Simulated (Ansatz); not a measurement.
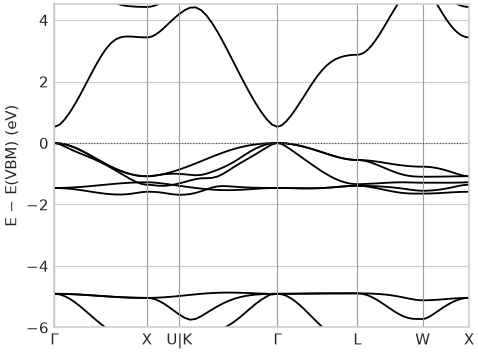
Figure: Band structure from plane-wave PAW PBE (Ansatz code)

### Question
Read off the gap and where the band edges lie.

### Answer
About 0.5 eV (0.53 eV by a search for the band edges); maximum at Γ, minimum at Γ.

The material is CuCl (zinc blende, space group No. 216).

Space group F-43m (zinc blende). Symmetry was held in the PBE relaxation; phonons on a q-mesh show no instability. No spin polarisation was allowed.

Potentials: the later of the program's two PAW sets.
